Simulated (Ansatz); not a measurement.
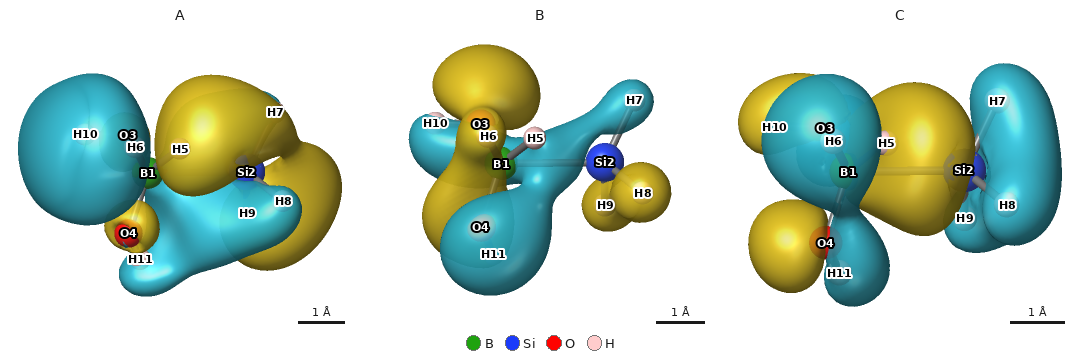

*BH7O2Si. Three frontier orbitals at ±0.06 Å⁻³ᐟ² (yellow and cyan are the two phases), in no order.*

A transition-state structure; geometry: PBE0-D4/def2-TZVP.

The calculation used RKS PBE0-D4/def2-TZVPP (Ansatz 0.2.0).

```xyz
11

B    -0.5780    0.4763    0.1310
Si    1.2580   -0.7024   -0.0995
O    -0.7578    0.9995   -1.1642
O    -1.5317   -0.2953    0.8280
H     0.4609    0.8456    0.7889
H    -0.3242    1.4692    1.0093
H     2.3358   -0.0978   -0.9239
H     1.8409   -1.2572    1.1526
H     0.6027   -1.8075   -0.8527
H    -1.5832    1.4847   -1.2369
H    -1.7234   -1.1150    0.3674
```

### Which picture is the HOMO−1, the HOMO and the LUMO?

B is the HOMO−1 (−8.90 eV). Its weight (Hirshfeld) is mainly on O3 (about 40 %), O4 (about 35 %) and B1 (about 10 %); largely a combination of lone pairs on O3 and O4. C is the HOMO (−7.13 eV). By Hirshfeld shares it lies mainly on Si2 (about 25 %), B1 (about 20 %), O4 (about 15 %), H6 (about 15 %), O3 (about 10 %) and H5 (about 5 %). A is the LUMO (−0.42 eV). Its weight (Hirshfeld) is mainly on Si2 (about 30 %), B1 (about 15 %), H6 (about 15 %), H5 (about 15 %) and H9 (about 10 %).

### What is the HOMO–LUMO gap?

6.71 eV between the orbital energies.
